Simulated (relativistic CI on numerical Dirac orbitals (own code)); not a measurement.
**Cu³⁺: relativistic CI calculation**

System: Cu³⁺.
Method: charge-transfer multiplet model of a cubic metal-ligand cluster with up to 2 ligand holes, Slater and spin-orbit integrals from Dirac-Coulomb-Breit ions, Slater integrals scaled by 0.7 (relativistic CI on numerical Dirac orbitals, in-house).

Input:
```
cluster ion=Cu3+ d8 ligand_holes=2 slater_scale=0.7
Delta=0.1 Udd=7.6 Upd=7.9 tenDq=1.05 tenDqL=1.4 Veg=2.65 Vt2g=-1.23 red=0.9
spectrum xas L2,3 T=300 lorentz=0.4 gauss=0.3
```

Hardware: 1 CPU thread, shared host.

Launched within a batch (the task file carries these settings):
```bash
python <driver script> task.json out
```

The program writes its results to a structured record and prints no log; tables and figures of this report are taken from that record.

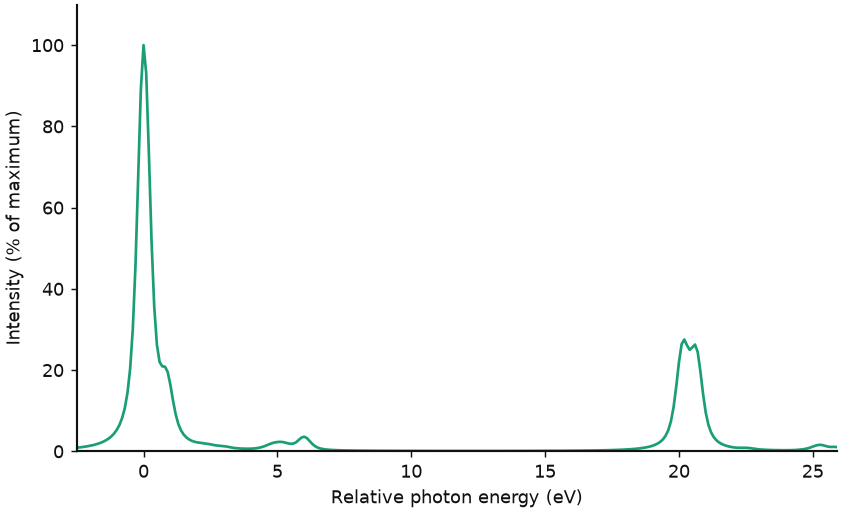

Fig. 1: L₂,₃ X-ray absorption of nominal Cu³⁺ (d⁸) with Δ = 0.1, U_dd = 7.6, U_pd = 7.9, 10Dq = 1.05 (ligand 1.4), V(eg) = 2.65, V(t2g) = −1.23 eV, final-state hopping scaled by 0.9. Charge-transfer multiplet model of a cubic metal–ligand cluster, up to 2 ligand holes (L), atomic integrals computed for Dirac–Coulomb–Breit ions and scaled by 0.7, 300 K, Voigt broadening (Lorentzian 0.4 eV, Gaussian 0.3 eV). Energies are counted from the highest peak in the lower part of the range. The main maxima lie at 0.0 eV (100), 20.2 eV (28) and 20.6 eV (26), heights in % of the largest. The features below about 12 eV belong to the L₃ edge, those above mostly to the L₂ edge. The ground state is 48 % d⁸, 48 % d⁹L and 4 % d¹⁰L², with 8.57 d electrons and S = 1.00.

Key numbers:

```
quantity      value
 outcome  converged
CPU time     0.87 s
```
